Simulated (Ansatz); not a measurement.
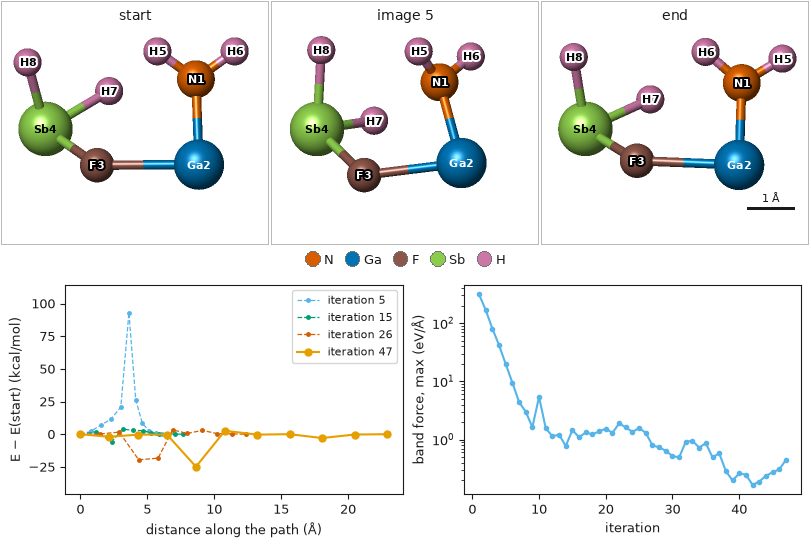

A search for the minimum-energy path of GaSbNH$_{4}$F, made up at the start of GaNH2 and SbH2F by the nudged elastic band. Images are numbered from 0 (start) to 10 (end). The plot follows the band through its iterations. The picture is a ball-and-stick view, seen at a tilt.

Level of theory: RKS r2SCAN-D4/def2-SVP in Ansatz. Set-up: 9 movable images; climbing image; force threshold 0.03 eV/Å; iteration limit 47; starting path through a guess of the saddle point.

**Did the band converge, and can the barrier be trusted?**

The result isn't final. The band hadn't converged when the run stopped after 47 iterations. The largest component of the band force went from 310 to 0.45 eV/Å. The barrier read from it is provisional, though the highest image hardly moved in the last two iterations. The first iteration put the highest image at 1513.7 kcal/mol. Relative to the start the highest point is image 5 at +2.6 kcal/mol and the end lies at 0.0 kcal/mol, but the profile dips to −24.9 kcal/mol at image 4 on the way, so there may be more than one step; on an unconverged band the side maxima are provisional.

Cost: 16 min on 2 threads of Intel(R) Xeon(R) Platinum 8488C (Sapphire Rapids), on a shared host, peak memory 0.2 GiB.
